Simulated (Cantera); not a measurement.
Input: 1 mol Si3N4, 3.6 mol N2O, 9.5 mol N2, 0.52 mol H2O, at 4.30e-5 bar.

Equilibrium computed with Cantera from the NASA thermochemical tables; the gas is ideal and each condensed phase is pure. Candidate condensed phases: H2O, Si, SiO2, Si2N2O, Si3N4; 35 gas species. Mutual solubility and eutectic melting of coexisting phases are not modelled. The tables hold silica as quartz up to 1696 K and as liquid above; real silica turns to tridymite and cristobalite and melts near 1996 K. Kinetics and transport are ignored.

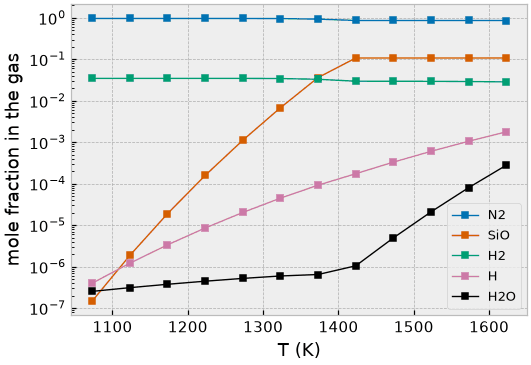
Figure. Equilibrium gas composition (values under 1e-9 drawn at 1e-9)

**Question.** Read off the mole fractions at 1073 K.

**Answer.** N2 about 0.97, H2 about 0.035, H about 4.0e-7, H2O about 2.5e-7, SiO about 1.5e-7.
